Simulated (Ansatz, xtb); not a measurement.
Stretching the Zn1–F2 bond in F2Zn (SMILES [F][Zn][F]) (multiplicity 1 held, fragments rigid). Energies count from the point at 1.741 Å.
Geometry at that point (charge 0, multiplicity 1):
```xyz
3

Zn     0.000     0.000     0.000
F      0.000     0.000     1.741
F      0.000     0.000    -1.741
```

Restricted levels (R-, RO-) in cc, def2 and unpolarised 6-31G sets keep to the state of the molecule at rest. Unrestricted levels (U-) break spin symmetry where that is lower. Left out are points that failed, MP2 points that dive below the minimum, coupled-cluster points behind a jump of the amplitudes or a sharp parting from full CI or MRCI, small-basis points behind a change of solution, and semi-empirical points at long bonds. Levels need not reach the same state.

Correlated levels freeze the cores.

The values were computed with Ansatz (Gaussian basis) for Hartree–Fock, density functionals and correlated methods; xtb for the GFN methods. Each number belongs to the level named beside it. The GFN methods have no spin term and hold the electronic entropy of 300 K.

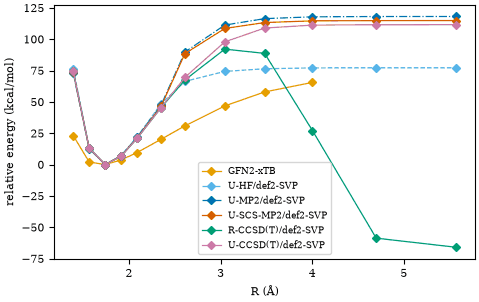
Relative energy along the coordinate

Question: Read off the GFN2-xTB curve at R = 2.089.

Answer: about 9.6 kcal/mol

Doubts at one or more of the structures used: a spin-contaminated determinant (U-HF/def2-SVP, U-MP2/def2-SVP, U-SCS-MP2/def2-SVP, U-CCSD(T)/def2-SVP); a restricted determinant that unrestricted orbitals would lower (R-CCSD(T)/def2-SVP); T1 above 0.05 (R-CCSD(T)/def2-SVP, U-CCSD(T)/def2-SVP); other coupled-cluster roots lie near (R-CCSD(T)/def2-SVP).

Ansatz is an electronic-structure program.
